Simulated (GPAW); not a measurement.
# Mg3TeS2 (ordered alloy, started on the rocksalt lattice) (P-3m1): G0W0 on several meshes in GPAW

Aim: the GW shift of Mg3TeS2 (ordered alloy, started on the rocksalt lattice) (P-3m1) against the k mesh.

Main program and level: GPAW 26.7.0; LDA and many-body steps on it, plane waves.

The structure was built from a prototype and need not be the compound's stable phase.

### 1. The structure

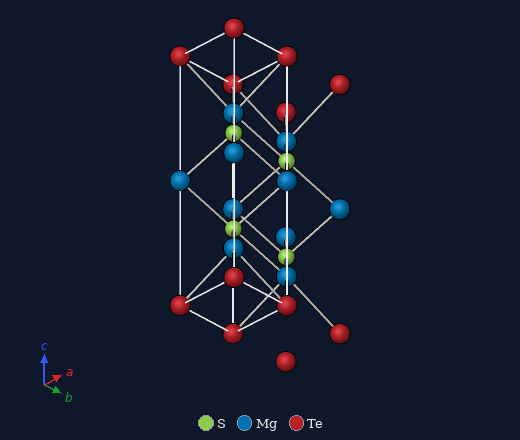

The cell as given, from a free direction (sulfur green, magnesium blue, tellurium red). 1×2×1 cells are drawn. Bonds to atoms that aren't drawn are left out. Some periodic images of atoms are drawn too.

Structure file:

```xyz
6
Lattice="3.8012 0.0000 0.0000 -1.9006 3.2920 0.0000 0.0000 0.0000 9.2994" Properties=species:S:1:pos:R:3 pbc="T T T"
S     1.9006    1.0973    6.0848
Mg   -1.9006    3.2920    4.6497
S     0.0000    2.1946    3.2146
Mg    1.9006    1.0973    1.7829
Te   -1.9006    3.2920    0.0000
Mg    0.0000    2.1946    7.5165
```

The structure was relaxed with LDA. The structure type comes from a generator and need not be one that this composition takes. The runs that relaxed it are not among those shown. Spin-orbit coupling is left out unless a step names it.

### 2. Empty states on the mesh, 3×3×2 mesh, 401 bands

This step: GPAW 26.7.0; DFT, LDA, plane waves, PAW.

The sums over transitions need many empty states on a uniform mesh; this step solves for them.

run.py reads:

```python
import json
import numpy as np
from gpaw.mpi import world
from gpaw import GPAW

calc = GPAW('gs.gpw').fixed_density(kpts={'size': (3, 3, 2), 'gamma': True},
    parallel={'domain': 1, 'band': 1},
    txt='nscf.txt')
calc.diagonalize_full_hamiltonian(nbands=401)
calc.write('full.gpw', mode='all')
res = {}
kpts = calc.get_ibz_k_points()
res['kpts'] = kpts
res['eigenvalues'] = [calc.get_eigenvalues(kpt=k) for k in range(len(kpts))]
res['n_electrons'] = calc.get_number_of_electrons()

if world.rank == 0:
    with open('result.json', 'w') as f:
        json.dump(res, f, default=lambda x: x.tolist())
```

Started as:

```sh
> mpirun -n 6 gpaw python run.py
```

Numbers of over 12 decimals in the logs are rounded to 6 here.

Output:

```text
Diagonalizing LCAO Hamiltonian
Converting LCAO to pw mode
convergence criteria:
- Maximum integral of absolute [eigenst]ate change: 4e-08 eV^2 / valence electron
maximum number of iterations: 100

SCF iterations
|iter     |     time |      energy | eigst |  dens |
|iter:   1|  |             | +0.57 |       |
|iter:   2|  |             | -0.16 |       |
|iter:   3|  |             | -0.56 |       |
[...]
|iter:  13|  |             | -7.15 |       |
|iter:  14|  |             | -7.39 |       |
|iter:  15|  |             | -7.49c|       |
SCF steps: 15
  __  _  _
 | _ |_)|_||  |
 |__||  | ||/\| - 26.7.0

Input parameters:
  mode=PW(ecut=450.000000),
  convergence={'density': 1e-06, 'bands': -3},
  gpts=array([20, 20, 48]),
  kpts=MonkhorstPack(size=(3, 3, 2), gamma=True),
  maxiter=100,
  nbands=33,
  occupations=Occupations(name='fermi-dirac', width=0.001, fixmagmom=False),
  parallel={'domain': 1, 'band': 1},
  xc=XC(name='LDA')
Matrix size: 2553x2553
# Writing to full.gpw (mode='all')
  [... matrices ...]

timing:  # [seconds]
  Total: 15.631  # ━━━━━━━━━━━━━━━━━━━━━━━━━━━━━━━━━━━━━━━━━━━━━━━━━━━━━━━━━━
```

Run time: 20 s. Hardware: 6 MPI ranks of Arm Neoverse V1, shared host; peak memory 3.5 GiB.

Numbers from this step:

| Item | Value |
| --- | --- |
| gap | 1.021 eV |
| k of the valence top | 0, 0, 0 |
| k of the conduction bottom | 0.3333, 0, 0 |
| least direct gap | 1.029 eV |
| k points computed | 6 |
| lowest point of the top converged band, above the valence top | 113.2686 eV |

On this mesh the gap is 1.021 eV.

### 3. 3×3×2

G0W0 replaces the xc potential by the self-energy, built once from these orbitals. Only a window of levels is corrected, while the sums run over the empty bands that the input names.

This step: G0W0 on LDA, plane waves, PAW.

run.py reads:

```python
import json
import numpy as np
from gpaw.mpi import world
from gpaw.response.g0w0 import G0W0

gw = G0W0('full.gpw',
    filename='gw',
    kpts=[0, 2],
    bands=(22, 26),
    ecut=78,
    nbands=182,
    integrate_gamma='WS',
    ppa=True)
gw.calculate()
res = {mode: {k: v for k, v in r.items() if k != 'sigma_eskwn'}
       for mode, r in gw.all_results.items()}

if world.rank == 0:
    with open('result.json', 'w') as f:
        json.dump(res, f, default=lambda x: x.tolist())
```

Started as:

```sh
> mpirun -n 8 gpaw python run.py
```

Output:

```text
Using integrator: PointIntegrator
FrequencyGridDescriptor(from 0.000+0.000j to 0.000+27.211j eV, 2 points)
Nonperiodic BCs:  [False False False]
Using integrator: PointIntegrator
FrequencyGridDescriptor(from 0.000+0.000j to 0.000+27.211j eV, 2 points)
Nonperiodic BCs:  [False False False]
  ___  _ _ _
 |   || | | |
 | | || | | |
 |__ ||_____|
 |___|

BZ k-points: Symmetries present (total): 12

  [... matrices ...]
18 k-points: 3 x 3 x 2 Monkhorst-Pack grid + [0.000000,0.000000,1/4]
6 k-points in the irreducible part of the Brillouin zone
       k-points in crystal coordinates                weights
   0:     0.00000000    0.00000000    0.00000000          1/18
   1:     0.00000000    0.00000000    0.50000000          1/18
   2:     0.33333333    0.00000000    0.00000000          6/18
   3:     0.33333333    0.00000000    0.50000000          6/18
   4:     0.33333333    0.33333333    0.00000000          2/18
   5:     0.33333333    0.33333333    0.50000000          2/18

Distributing spins, k-points and bands (1 x 2 x 4) over 8 processes
Number of blocks: 1

Quasi particle states:
k-points (IBZ indices): [0, 2]
Band range: (22, 26)
  [... matrices ...]
Computational parameters:
Plane wave cut-off: 78 eV
Number of bands: 182
Coulomb cutoff: None
Broadening: 0.1 eV

fxc modes: GW
Kernel: RPA
Using Godby-Needs plasmon-pole approximation:
  Fitting energy: i*E0, E0 = 1.000 Hartree
Summing all q:

Calculating screened Coulomb potential
No Coulomb truncation
FrequencyGridDescriptor(from 0.000+0.000j to 0.000+27.211j eV, 2 points)
Removing empty qpoint cache files...

Calculating chi0 body with:
    Ground state adapter containing:
    Number of spins: 1
    Number of kpoints: 18
    Number of irreducible kpoints: 6
    Number of completely occupied states: 24
    Number of partially occupied states: 24
    Occupied states memory: 7.03125 M / cpu

    Linear response parametrization:
    q_c: [0.0, 0.0, 0.0]
    Number of frequency points: 2
    Planewave cutoff: 78.0
    Number of bands: 182
    Number of planewaves: 187
    Broadening (eta): 1e-06
    comm.size: 8
    kncomm.size: 8
    blockcomm.size: 1

    Memory estimate of potentially large arrays:
        chi0_wGG: 1.067169 M / cpu
Integrating chi0 body.

Symmetries of q_c:
    Direct symmetries (Uq -> q): 12
    Indirect symmetries (TUq -> q): 0
In total 12 allowed symmetries.

  [... matrices ...]
6 groups of equivalent kpoints. 66.666667% reduction.

Integral kind: response function
Integrating chi0 head and wings.

Symmetries of q_c:
    Direct symmetries (Uq -> q): 12
    Indirect symmetries (TUq -> q): 0
In total 12 allowed symmetries.

  [... matrices ...]
6 groups of equivalent kpoints. 66.666667% reduction.

Integral kind: response function wings

Calculating chi0 body with:
    Ground state adapter containing:
    Number of spins: 1
    Number of kpoints: 18
    Number of irreducible kpoints: 6
    Number of completely occupied states: 24
    Number of partially occupied states: 24
    Occupied states memory: 7.03125 M / cpu

[... the further q-points ...]

Results:
f:      Occupation numbers
eps:     KS-eigenvalues [eV]
vxc:     KS vxc [eV]
exx:     Exact exchange [eV]
sigma:   Self-energies [eV]
dsigma:  Self-energy derivatives
Z:       Renormalization factors
qp:      QP-energies [eV]

k-point 0 (0): (0.000, 0.000, 0.000)                GW
band       f     eps     vxc     exx   sigma  dsigma       Z      qp
                                                                   GW
  22   1.000   6.584 -14.848 -16.635   1.470  -0.250   0.800   6.330
  23   1.000   6.584 -14.848 -16.635   1.470  -0.250   0.800   6.330
  24   0.000   7.614 -12.827  -8.027  -3.796  -0.237   0.808   8.425
  25   0.000   8.465 -10.972  -6.086  -3.980  -0.235   0.810   9.198

k-point 1 (2): (0.333, 0.000, 0.000)                GW
band       f     eps     vxc     exx   sigma  dsigma       Z      qp
                                                                   GW
  22   1.000   4.247 -14.309 -16.636   1.851  -0.266   0.790   3.871
  23   1.000   5.449 -14.016 -16.113   1.647  -0.257   0.795   5.090
  24   0.000   7.605 -11.480  -6.863  -3.693  -0.235   0.809   8.353
  25   0.000   9.110 -10.851  -5.916  -4.026  -0.236   0.809   9.845
```

The job ended after 19 s (8 MPI ranks; peak memory 3 GiB).

This step gave:

```yaml
g0w0_gap_on_the_points_computed: 2.023 eV
least_direct_g0w0_gap_on_the_computed_points: 2.095 eV
z_at_the_valence_top: 0.8003
z_at_the_conduction_bottom: 0.8095
starting_gap_on_the_mesh: 1.021 eV
k_of_the_valence_top: 0, 0, 0
k_of_the_conduction_bottom: 0.3333, 0, 0
```

The gap on the mesh goes from 1.02 eV to 2.02 eV, a correction of +1.00 eV.

### 4. Empty states on the mesh, 3×3×1 mesh, 192 bands

This step: DFT, LDA, plane waves, PAW.

run.py reads:

```python
import json
import numpy as np
from gpaw.mpi import world
from gpaw import GPAW

calc = GPAW('gs.gpw').fixed_density(kpts={'size': (3, 3, 1), 'gamma': True},
    parallel={'domain': 1, 'band': 1},
    txt='nscf.txt')
calc.diagonalize_full_hamiltonian(nbands=192)
calc.write('full.gpw', mode='all')
res = {}
kpts = calc.get_ibz_k_points()
res['kpts'] = kpts
res['eigenvalues'] = [calc.get_eigenvalues(kpt=k) for k in range(len(kpts))]
res['n_electrons'] = calc.get_number_of_electrons()

if world.rank == 0:
    with open('result.json', 'w') as f:
        json.dump(res, f, default=lambda x: x.tolist())
```

Started as:

```sh
> mpirun -n 3 gpaw python run.py
```

Output:

```text
Diagonalizing LCAO Hamiltonian
Converting LCAO to pw mode
convergence criteria:
- Maximum integral of absolute [eigenst]ate change: 4e-08 eV^2 / valence electron
maximum number of iterations: 100

SCF iterations
|iter     |     time |      energy | eigst |  dens |
|iter:   1|  |             | +0.54 |       |
|iter:   2|  |             | +0.03 |       |
|iter:   3|  |             | -0.74 |       |
[...]
|iter:  14|  |             | -7.12 |       |
|iter:  15|  |             | -7.21 |       |
|iter:  16|  |             | -7.46c|       |
SCF steps: 16
  __  _  _
 | _ |_)|_||  |
 |__||  | ||/\| - 26.7.0

Input parameters:
  mode=PW(ecut=450.000000),
  convergence={'density': 1e-06, 'bands': -3},
  gpts=array([20, 20, 48]),
  kpts=MonkhorstPack(size=(3, 3, 1), gamma=True),
  maxiter=100,
  nbands=33,
  occupations=Occupations(name='fermi-dirac', width=0.001, fixmagmom=False),
  parallel={'domain': 1, 'band': 1},
  xc=XC(name='LDA')
Matrix size: 2553x2553
# Writing to full.gpw (mode='all')
  [... matrices ...]

timing:  # [seconds]
  Total: 14.596  # ━━━━━━━━━━━━━━━━━━━━━━━━━━━━━━━━━━━━━━━━━━━━━━━━━━━━━━━━━━
```

Elapsed: 19 s, on 3 MPI ranks; peak memory 1.7 GiB.

This step gave:

| Quantity | Value |
| --- | --- |
| gap | 1.021 eV |
| k of the valence top | 0, 0, 0 |
| k of the conduction bottom | 0.3333, 0, 0 |
| least direct gap | 1.029 eV |
| k points computed | 3 |
| lowest point of the top converged band, above the valence top | 61.9420 eV |

On this mesh the gap is 1.021 eV.

### 5. 3×3×1

This step: G0W0 on LDA, plane waves, PAW.

run.py reads:

```python
import json
import numpy as np
from gpaw.mpi import world
from gpaw.response.g0w0 import G0W0

gw = G0W0('full.gpw',
    filename='gw',
    kpts=[0, 1],
    bands=(22, 26),
    ecut=78,
    nbands=182,
    integrate_gamma='WS',
    ppa=True)
gw.calculate()
res = {mode: {k: v for k, v in r.items() if k != 'sigma_eskwn'}
       for mode, r in gw.all_results.items()}

if world.rank == 0:
    with open('result.json', 'w') as f:
        json.dump(res, f, default=lambda x: x.tolist())
```

Started as:

```sh
> mpirun -n 8 gpaw python run.py
```

Output:

```text
Using integrator: PointIntegrator
FrequencyGridDescriptor(from 0.000+0.000j to 0.000+27.211j eV, 2 points)
Nonperiodic BCs:  [False False False]
Using integrator: PointIntegrator
FrequencyGridDescriptor(from 0.000+0.000j to 0.000+27.211j eV, 2 points)
Nonperiodic BCs:  [False False False]
  ___  _ _ _
 |   || | | |
 | | || | | |
 |__ ||_____|
 |___|

BZ k-points: Symmetries present (total): 12

  [... matrices ...]
9 k-points: 3 x 3 x 1 Monkhorst-Pack grid
3 k-points in the irreducible part of the Brillouin zone
       k-points in crystal coordinates                weights
   0:     0.00000000    0.00000000    0.00000000          1/9
   1:     0.33333333    0.00000000    0.00000000          6/9
   2:     0.33333333    0.33333333    0.00000000          2/9

Distributing spins, k-points and bands (1 x 2 x 4) over 8 processes
Number of blocks: 1

Quasi particle states:
k-points (IBZ indices): [0, 1]
Band range: (22, 26)
  [... matrices ...]
Computational parameters:
Plane wave cut-off: 78 eV
Number of bands: 182
Coulomb cutoff: None
Broadening: 0.1 eV

fxc modes: GW
Kernel: RPA
Using Godby-Needs plasmon-pole approximation:
  Fitting energy: i*E0, E0 = 1.000 Hartree
Summing all q:

Calculating screened Coulomb potential
No Coulomb truncation
FrequencyGridDescriptor(from 0.000+0.000j to 0.000+27.211j eV, 2 points)
Removing empty qpoint cache files...

Calculating chi0 body with:
    Ground state adapter containing:
    Number of spins: 1
    Number of kpoints: 9
    Number of irreducible kpoints: 3
    Number of completely occupied states: 24
    Number of partially occupied states: 24
    Occupied states memory: 7.03125 M / cpu

    Linear response parametrization:
    q_c: [0.0, 0.0, 0.0]
    Number of frequency points: 2
    Planewave cutoff: 78.0
    Number of bands: 182
    Number of planewaves: 187
    Broadening (eta): 1e-06
    comm.size: 8
    kncomm.size: 8
    blockcomm.size: 1

    Memory estimate of potentially large arrays:
        chi0_wGG: 1.067169 M / cpu
Integrating chi0 body.

Symmetries of q_c:
    Direct symmetries (Uq -> q): 12
    Indirect symmetries (TUq -> q): 0
In total 12 allowed symmetries.

  [... matrices ...]
3 groups of equivalent kpoints. 66.666667% reduction.

Integral kind: response function
Integrating chi0 head and wings.

Symmetries of q_c:
    Direct symmetries (Uq -> q): 12
    Indirect symmetries (TUq -> q): 0
In total 12 allowed symmetries.

  [... matrices ...]
3 groups of equivalent kpoints. 66.666667% reduction.

Integral kind: response function wings

Calculating chi0 body with:
    Ground state adapter containing:
    Number of spins: 1
    Number of kpoints: 9
    Number of irreducible kpoints: 3
    Number of completely occupied states: 24
    Number of partially occupied states: 24
    Occupied states memory: 7.03125 M / cpu

[... the further q-points ...]

Results:
f:      Occupation numbers
eps:     KS-eigenvalues [eV]
vxc:     KS vxc [eV]
exx:     Exact exchange [eV]
sigma:   Self-energies [eV]
dsigma:  Self-energy derivatives
Z:       Renormalization factors
qp:      QP-energies [eV]

k-point 0 (0): (0.000, 0.000, 0.000)                GW
band       f     eps     vxc     exx   sigma  dsigma       Z      qp
                                                                   GW
  22   1.000   6.584 -14.848 -16.636   1.502  -0.252   0.798   6.356
  23   1.000   6.584 -14.848 -16.636   1.502  -0.252   0.798   6.356
  24   0.000   7.614 -12.827  -7.916  -3.915  -0.241   0.806   8.416
[...]
k-point 1 (1): (0.333, 0.000, 0.000)                GW
band       f     eps     vxc     exx   sigma  dsigma       Z      qp
                                                                   GW
[...]
24   0.000   7.605 -11.480  -6.812  -3.759  -0.238   0.808   8.339
  25   0.000   9.110 -10.851  -5.904  -4.062  -0.239   0.807   9.823
```

Run time: 11 s. Hardware: 8 MPI ranks; peak memory 2.8 GiB.

Numbers from this step:

```
G0W0 gap on the points computed              : 1.982 eV
least direct G0W0 gap on the computed points : 2.060 eV
Z at the valence top                         : 0.7984
Z at the conduction bottom                   : 0.8078
starting gap on the mesh                     : 1.021 eV
k of the valence top                         : 0, 0, 0
k of the conduction bottom                   : 0.3333, 0, 0
```

Against G0W0 in GPAW (3×3×2 mesh, 182 bands, screening to 78 eV, Godby-Needs plasmon pole), the gap moves by −0.040 eV.

### 6. The runs together

Times are wall times on 8 MPI ranks of Arm Neoverse V1, shared host, good to a factor of about two.

```tsv
run	mesh	bands	screening cutoff (eV)	DFT gap (eV)	gap on the mesh (eV)	direct (eV)	time
3×3×2	3×3×2	182	78	1.021	2.023	2.095	19 s
3×3×1	3×3×1	182	78	1.021	1.982	2.060	11 s
```

### 7. What came out

- 3×3×2: 2.023 eV
- 3×3×1: 1.982 eV
- known limits: not at the basis limit; no spin-orbit coupling; coarse k mesh

What this shows: 3×3×1: −0.040 eV against 3×3×2. Bands and cutoff are finite, so the gap is not at the basis limit. The miss can reach some tenths of an eV and take either sign; the mesh is an error of its own. These stock PAW sets were not made for GW; the filled d or f shell of Te lies in the frozen core, which bears on start and correction. In the G0W0 runs levels were corrected at 2 k points alone, so a gap called «on the mesh» is the least over those, and an edge elsewhere would be missed. A denser mesh or path gives a starting gap of 0.17 eV: the GW mesh misses a band edge, so its gaps are not the fundamental one. The 3×3×2 mesh is coarse for this cell, which bears on the long-range parts of exchange and screening. The many-body steps are scalar-relativistic: spin-orbit coupling is not in them.

[Paths, hosts, dates, memory and timing lines, banners, echoed tables and standing remarks are left out of the program output.]

[Logs are printed without paths, hosts, clocks, repeated set-up lines and the standing remarks that a program may print on its own settings, such as how far it seeks lower states.]

[Runs of the session that timed out or met a known fault of the program may be left out.]

[Hosts, paths, dates, database ids (printed as entryN), source tags and the programs' standing remarks are cut or masked in the printed files.]
